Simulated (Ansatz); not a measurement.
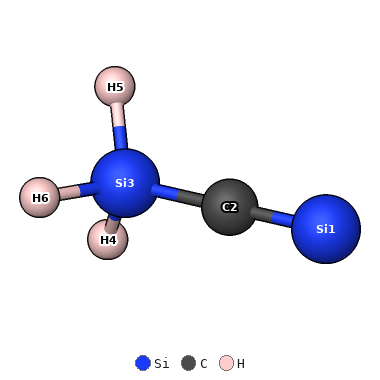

The system is CH₃Si₂, SMILES [Si-]#C[SiH3], charge −1; the picture shows the reference structure. Coordinates scanned: (1) angle Si1–C2–Si3 (carried through 180); (2) change of the bonds C2–Si1, C2–Si3, all alike. Nothing is relaxed (all other coordinates rigid). The grid has 11 × 11 points. Points are written as (first, second). All energies are given in kJ/mol relative to the lowest grid point. Method: Ansatz 0.2.0, RKS BHLYP-D4/def2-TZVPD.

Its coordinates:

```xyz
6

Si    0.7999   -2.5105    1.1149
C     0.3426   -1.0797    0.4784
Si   -0.1519    0.4766   -0.2117
H    -1.3789    0.4359   -1.0668
H     0.8580    1.1318   -1.1001
H    -0.4697    1.5459    0.7853
```

Range: angle Si1–C2–Si3 (carried through 180) from 140 to 220°; change of the bonds C2–Si1, C2–Si3, all alike from −0.187 to 0.289 Å.

Predict the map.

The lowest grid point is at (180°, 0.003 Å). It is the only kind of minimum in the scanned range. The highest grid point, (220°, −0.187 Å), lies 194 kJ/mol above the lowest.

| second ↓, first → | 140 | 148 | 156 | 164 | 172 | 180 | 188 | 196 | 204 | 212 | 220 |
| --- | --- | --- | --- | --- | --- | --- | --- | --- | --- | --- | --- |
| 0.289 | 187 | 187 | 187 | 187 | 187 | 187 | 187 | 187 | 187 | 187 | 187 |
| 0.242 | 144 | 143 | 142 | 141 | 141 | 140 | 141 | 141 | 142 | 143 | 144 |
| 0.194 | 104 | 102 | 100 | 98 | 97 | 97 | 97 | 98 | 100 | 102 | 104 |
| 0.146 | 69 | 66 | 63 | 61 | 59 | 59 | 59 | 61 | 63 | 66 | 69 |
| 0.099 | 42 | 38 | 34 | 31 | 30 | 29 | 30 | 31 | 34 | 38 | 42 |
| 0.051 | 24 | 19 | 14 | 11 | 9 | 8 | 9 | 11 | 14 | 19 | 24 |
| 0.003 | 19 | 12 | 7 | 3 | 1 | 0 | 1 | 3 | 7 | 12 | 19 |
| −0.044 | 28 | 21 | 15 | 11 | 8 | 7 | 8 | 11 | 15 | 21 | 28 |
| −0.092 | 58 | 49 | 43 | 38 | 35 | 34 | 35 | 38 | 43 | 49 | 58 |
| −0.140 | 111 | 102 | 95 | 90 | 87 | 86 | 87 | 90 | 95 | 102 | 112 |
| −0.187 | 193 | 183 | 176 | 170 | 167 | 166 | 167 | 170 | 176 | 184 | 194 |

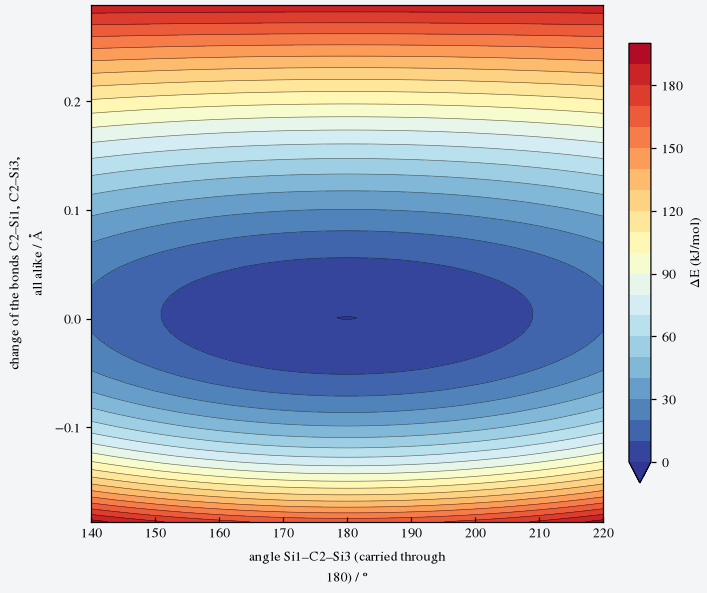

Drawn: filled contours. Between grid points the surface is interpolated.

Each point was launched as `ansatz run input.yaml --threads 1 --pin off --max-ram 2560MiB --backend cpu --events-out ev --progress --plain --runs-dir out`. The whole map (121 points run) took 20 min on 1 thread of Arm Neoverse N1, with other jobs on the host.
